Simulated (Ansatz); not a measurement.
MgO (rock salt), conventional cell a = b = c = 4.2537 Å, α = β = γ = 90.00°. The calculation uses the primitive cell of 2 atoms, to which meshes and values per cell refer.

The volume is varied about the relaxed value V₀ at fixed cell shape. Symmetry pins the atoms to their sites.

Method: PBE (plane waves to 420 eV, PAW, scalar-relativistic; Ansatz, an electronic-structure program). k mesh 14×14×14 (Γ-centred), Fermi-Dirac smearing 0.05 eV. E stands for the smeared free energy. MgO was relaxed with its symmetry unable to fall. The zero of ΔE is the relaxed starting cell.

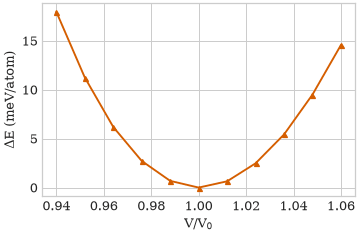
Fig. 1. ΔE (meV/atom) against V/V₀; one marker a computed point.

Q: What bulk modulus B₀ follows from a third-order Birch-Murnaghan fit?

A: About 150 GPa.

Q: What is ΔE at V/V₀ = 1.060?

A: About 15 meV/atom.

Q: What is ΔE at V/V₀ = 0.940?

A: About 18 meV/atom.

(Under strain, the slope of the energy per volume gives the stress and its curvature an elastic modulus.)
